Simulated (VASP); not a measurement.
Band structure of VSi (relaxed from the CsCl type structure, space group Pm-3m). All values below come from r2SCAN meta-GGA, VASP's PBE PAW potentials (set 64) (plane waves; VASP).

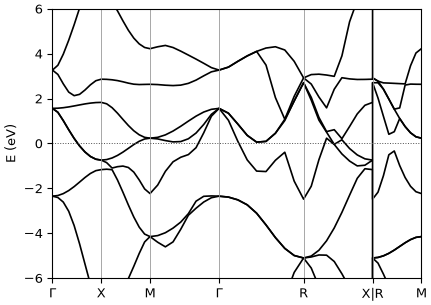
Fig. 1. Bands along high-symmetry lines, zero at the valence-band maximum or, without a gap, the Fermi level

Question: Read the plot: is there a gap, and where are the band edges?

Answer: It has no gap at this level: it comes out as a metal or semimetal.

The structure was generated: VSi was put into the CsCl type type (Pm-3m), which need not be its known phase. It was relaxed first, which changed the volume by -36 %. The run is not spin-polarised, so no magnetic state was tried. The electron count is odd and the run is not spin-polarised, which forces a metal.
